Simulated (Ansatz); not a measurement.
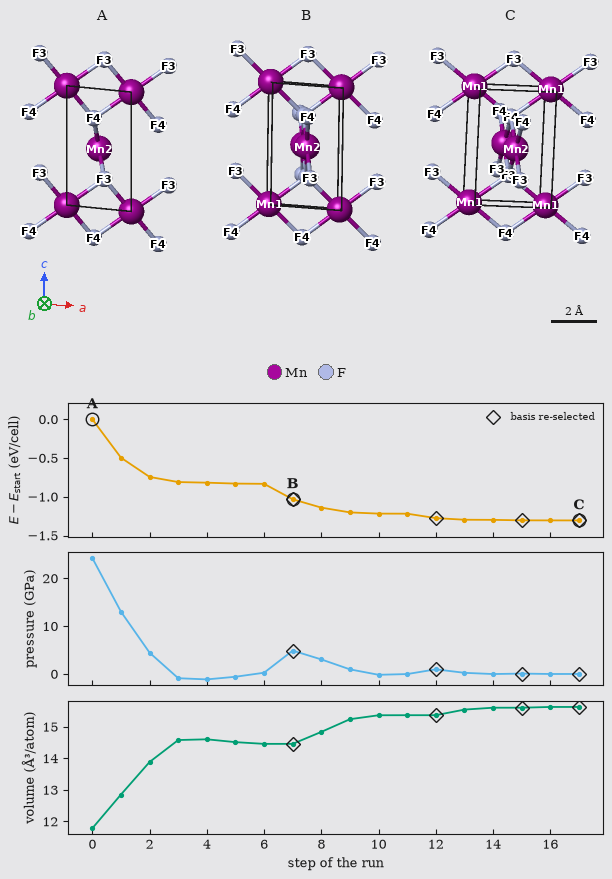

Frames of a relaxation of a crystal of MnF (built on the tenorite_15 type) (coarse preliminary run), marked on the history of the run. A ball-and-stick model of the cell of the calculation, seen along the b axis.

Case: tenorite type (C2/c, No. 15).

These are results of DFT PBE, scalar-relativistic, plane waves, PAW (Ansatz 0.2.0), not measurements. (plane-wave cutoff 420 eV; k-point mesh 6 × 6 × 4; occupations gaussian; smearing width 0.1 eV; collinear spin; cell and atoms relaxed; force threshold 0.04 eV/Å; at most 70 steps)

Question: Describe the path.

Answer: After 13 accepted moves (17 points after the start) the energy has fallen by 1.305 eV per cell of the calculation. The largest force component goes from 0.081 to 0.00034 eV/Å. Pressure: 24.25 GPa at the start and 0.01 GPa at the end. At 4 points the geometry stayed and the basis and grid were re-selected for the new cell (energy shift of 0.200 eV per cell of the calculation at most each time). The largest moves relative to the cell, 0.39 Å, are those of F3 and F4. F4 goes along [1 −1 0]. Mn stays in place. The drawn cell changes as follows: a = b 3.050 → 3.464 Å (+13.6 %), c 5.393 → 5.212 Å (−3.4 %), α 97.7° → 90.2°, β 97.7° → 90.2°, γ 72.3° → 89.9°; the volume changes by +32.6 %. Among the contacts that change: Mn1–F3 2.051 → 2.166 Å. Among the angles between lasting bonds that change: Mn1–F3–Mn2 145.8° → 111.7°, F3–Mn1–F4 84.3° → 73.9°, F3–Mn1–F3 95.7° → 106.1°. The space group stays C2/c (No. 15). From step 0 to 7: F atoms move most (0.24 Å), volume +22.7 %, energy −1.032 eV per cell of the calculation. From step 7 to 17: F atoms move most (0.11 Å), volume +8.1 %, energy −0.273 eV per cell of the calculation.

```json
{"step": "0", "E − E(0), meV/atom": "0.00", "largest force component, eV/Å": "0.0811", "pressure, GPa": "24.25", "volume, Å³/atom": "11.786", "note": ""}
{"step": "1", "E − E(0), meV/atom": "-123.81", "largest force component, eV/Å": "0.0892", "pressure, GPa": "13.03", "volume, Å³/atom": "12.856", "note": ""}
{"step": "2", "E − E(0), meV/atom": "-185.85", "largest force component, eV/Å": "0.1711", "pressure, GPa": "4.46", "volume, Å³/atom": "13.887", "note": ""}
{"step": "3", "E − E(0), meV/atom": "-202.43", "largest force component, eV/Å": "0.1530", "pressure, GPa": "-0.88", "volume, Å³/atom": "14.582", "note": ""}
{"step": "4", "E − E(0), meV/atom": "-204.42", "largest force component, eV/Å": "0.1258", "pressure, GPa": "-1.13", "volume, Å³/atom": "14.605", "note": ""}
{"step": "5", "E − E(0), meV/atom": "-207.37", "largest force component, eV/Å": "0.0549", "pressure, GPa": "-0.58", "volume, Å³/atom": "14.515", "note": ""}
{"step": "6", "E − E(0), meV/atom": "-208.13", "largest force component, eV/Å": "0.0094", "pressure, GPa": "0.27", "volume, Å³/atom": "14.461", "note": ""}
{"step": "7", "E − E(0), meV/atom": "-258.01", "largest force component, eV/Å": "0.0083", "pressure, GPa": "4.90", "volume, Å³/atom": "14.461", "note": "same geometry, new basis"}
{"step": "8", "E − E(0), meV/atom": "-284.92", "largest force component, eV/Å": "0.0035", "pressure, GPa": "3.05", "volume, Å³/atom": "14.840", "note": ""}
{"step": "9", "E − E(0), meV/atom": "-300.35", "largest force component, eV/Å": "0.0081", "pressure, GPa": "0.97", "volume, Å³/atom": "15.242", "note": ""}
{"step": "10", "E − E(0), meV/atom": "-304.25", "largest force component, eV/Å": "0.0027", "pressure, GPa": "-0.16", "volume, Å³/atom": "15.368", "note": ""}
{"step": "11", "E − E(0), meV/atom": "-304.47", "largest force component, eV/Å": "0.0033", "pressure, GPa": "-0.01", "volume, Å³/atom": "15.369", "note": ""}
{"step": "12", "E − E(0), meV/atom": "-318.79", "largest force component, eV/Å": "0.0045", "pressure, GPa": "0.98", "volume, Å³/atom": "15.369", "note": "same geometry, new basis"}
{"step": "13", "E − E(0), meV/atom": "-324.02", "largest force component, eV/Å": "0.0000", "pressure, GPa": "0.25", "volume, Å³/atom": "15.547", "note": ""}
{"step": "14", "E − E(0), meV/atom": "-324.43", "largest force component, eV/Å": "0.0007", "pressure, GPa": "-0.01", "volume, Å³/atom": "15.607", "note": ""}
{"step": "15", "E − E(0), meV/atom": "-325.93", "largest force component, eV/Å": "0.0003", "pressure, GPa": "0.09", "volume, Å³/atom": "15.607", "note": "same geometry, new basis"}
{"step": "16", "E − E(0), meV/atom": "-326.16", "largest force component, eV/Å": "0.0006", "pressure, GPa": "0.00", "volume, Å³/atom": "15.630", "note": ""}
{"step": "17", "E − E(0), meV/atom": "-326.25", "largest force component, eV/Å": "0.0003", "pressure, GPa": "0.01", "volume, Å³/atom": "15.630", "note": "same geometry, new basis"}
```
